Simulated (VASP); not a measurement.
Band structure of N (relaxed from the fcc structure, space group Fm-3m). Calculation: PBEsol GGA, VASP's PBE PAW potentials (set 64) (plane waves; VASP 6.6.1).

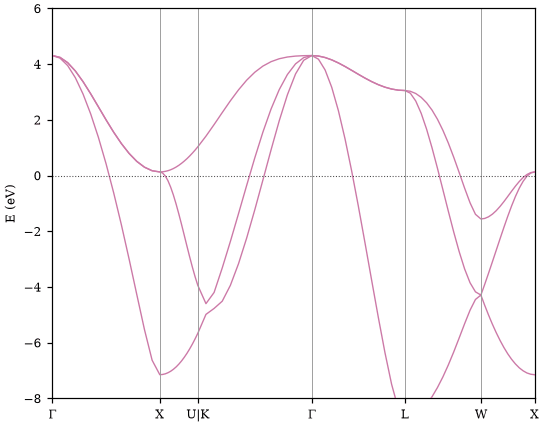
Bands along high-symmetry lines, zero at the valence-band maximum or, without a gap, the Fermi level

Read the plot: is there a gap, and where are the band edges?

It has no gap at this level: it comes out as a metal or semimetal. (Edges off the drawn lines would not show.)

The structure was generated: N was put into the fcc type (Fm-3m), which need not be its known phase. It was relaxed first, which changed the volume by -5 %.
